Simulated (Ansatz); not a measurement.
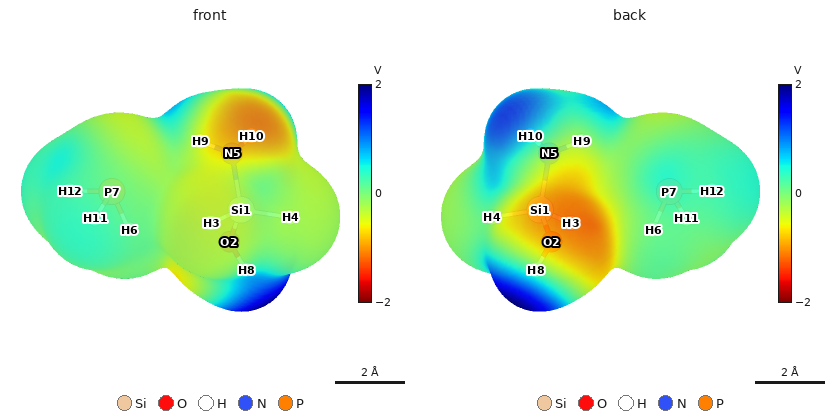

Figure. H5NOSi···PH3. The molecular electrostatic potential painted on the density surface at 0.001 e/bohr³, seen from the front and from behind; red is negative and blue positive.

The reactant side of a reaction path; geometry: PBE0-D4/def2-TZVP.

Computed with Ansatz 0.2.0, RKS PBE0-D4/def2-TZVPP.

```yaml
atoms:
  - { symbol: Si, position_ang: [-1.2181, -0.1070, 0.8655] }
  - { symbol: O, position_ang: [-0.2546, -1.4035, 1.2254] }
  - { symbol: H, position_ang: [-1.5789, -0.1421, -0.5760] }
  - { symbol: H, position_ang: [-2.4352, -0.1951, 1.7176] }
  - { symbol: N, position_ang: [-0.4467, 1.3834, 1.1320] }
  - { symbol: H, position_ang: [1.4606, -0.9879, -1.2003] }
  - { symbol: P, position_ang: [1.5097, 0.2902, -1.8109] }
  - { symbol: H, position_ang: [-0.6937, -2.2125, 1.4914] }
  - { symbol: H, position_ang: [0.2000, 1.7303, 0.4402] }
  - { symbol: H, position_ang: [-0.1987, 1.6868, 2.0594] }
  - { symbol: H, position_ang: [0.8490, -0.1370, -2.9910] }
  - { symbol: H, position_ang: [2.8065, 0.0943, -2.3532] }
```

> Which sites attract a positive test charge, and which a negative one?

A positive charge is drawn to the negative regions and a negative charge to the positive ones. The most negative region (about −1.2 V, or −28 kcal/mol for a unit charge) lies over O2, the most positive (about +1.9 V, or +44 kcal/mol for a unit charge) over H8. O2 is the likeliest acceptor of a hydrogen bond.
